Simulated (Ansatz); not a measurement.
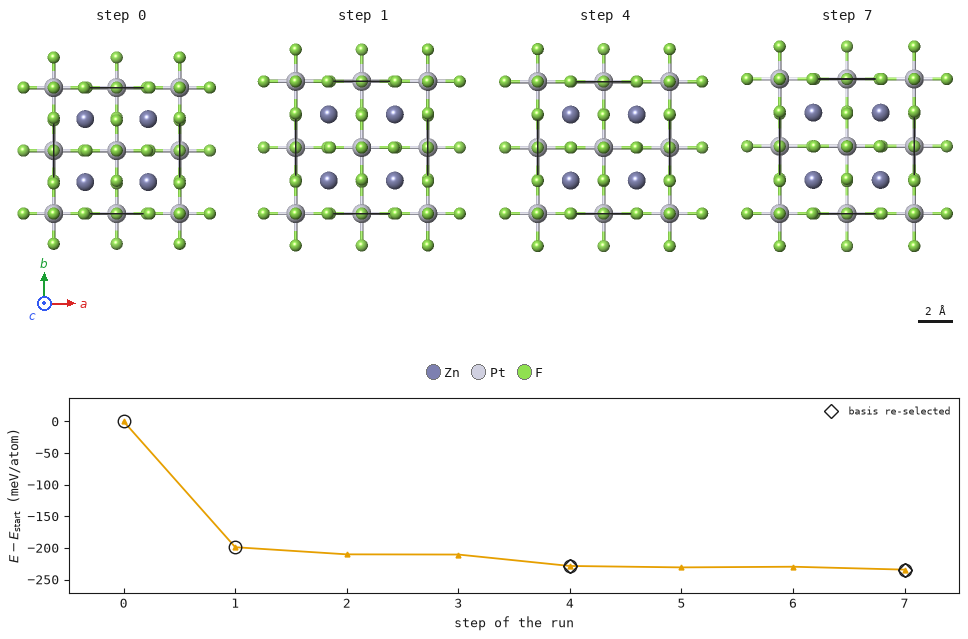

Frames of a relaxation of crystalline Zn₂PtF₆ (a generated structure, set up in Fm-3m) (coarse preliminary run), marked on the history of the run. Style: ball-and-stick. Shown: the conventional cell (4 times the calculation's cell), along the c axis. Lengths and directions refer to the drawn axes.

All numbers below come from Ansatz, DFT PBE, scalar-relativistic, plane waves, PAW. (plane-wave cutoff 420 eV; k-point mesh 4 × 4 × 4; occupations gaussian; smearing width 0.1 eV; no spin polarisation; cell and atoms relaxed; force threshold 0.04 eV/Å; at most 70 steps)

Describe the path.

Answer. The largest moves relative to the cell, 0.017 Å, are those of F atoms. Zn and Pt stay in place. The volume changes by +21.9 %, with a = b = c 7.577 → 8.094 Å (+6.8 %). Some distances before and after: F–Pt 1.815 → 1.956 Å. The space group stays Fm-3m (No. 225). After 5 accepted moves (7 points after the start) the energy has fallen by 234 meV per atom. The largest force component goes from 4.3 to 0.002 eV/Å. The pressure goes from 31.07 to 0.23 GPa. The SCF was repeated twice at an unchanged geometry on a basis and grid sized afresh for the cell, which shifted the energy by 18.1 meV per atom at most. The run took 26 s on 1 thread of Arm Neoverse V2, with other jobs on the host, peak memory 0.41 GiB. From step 0 to 1: volume +15.5 %, energy −199 meV per atom. From step 1 to 4: F atoms move most (0.04 Å), volume −0.5 %, energy −29.7 meV per atom. From step 4 to 7: F atoms move most (0.04 Å), volume +6.1 %, energy −5.8 meV per atom.

```json
{"step": "0", "E − E(0), meV/atom": "0.00", "largest force component, eV/Å": "4.3344", "pressure, GPa": "31.07", "volume, Å³/atom": "12.083", "note": ""}
{"step": "1", "E − E(0), meV/atom": "-198.85", "largest force component, eV/Å": "0.9163", "pressure, GPa": "3.92", "volume, Å³/atom": "13.954", "note": ""}
{"step": "2", "E − E(0), meV/atom": "-210.14", "largest force component, eV/Å": "0.1906", "pressure, GPa": "1.19", "volume, Å³/atom": "13.813", "note": ""}
{"step": "3", "E − E(0), meV/atom": "-210.46", "largest force component, eV/Å": "0.0178", "pressure, GPa": "0.06", "volume, Å³/atom": "13.886", "note": ""}
{"step": "4", "E − E(0), meV/atom": "-228.53", "largest force component, eV/Å": "0.0219", "pressure, GPa": "2.20", "volume, Å³/atom": "13.886", "note": "same geometry, new basis"}
{"step": "5", "E − E(0), meV/atom": "-230.76", "largest force component, eV/Å": "0.0042", "pressure, GPa": "0.88", "volume, Å³/atom": "14.374", "note": ""}
{"step": "6", "E − E(0), meV/atom": "-229.72", "largest force component, eV/Å": "0.0019", "pressure, GPa": "0.11", "volume, Å³/atom": "14.730", "note": ""}
{"step": "7", "E − E(0), meV/atom": "-234.30", "largest force component, eV/Å": "0.0020", "pressure, GPa": "0.23", "volume, Å³/atom": "14.730", "note": "same geometry, new basis"}
```
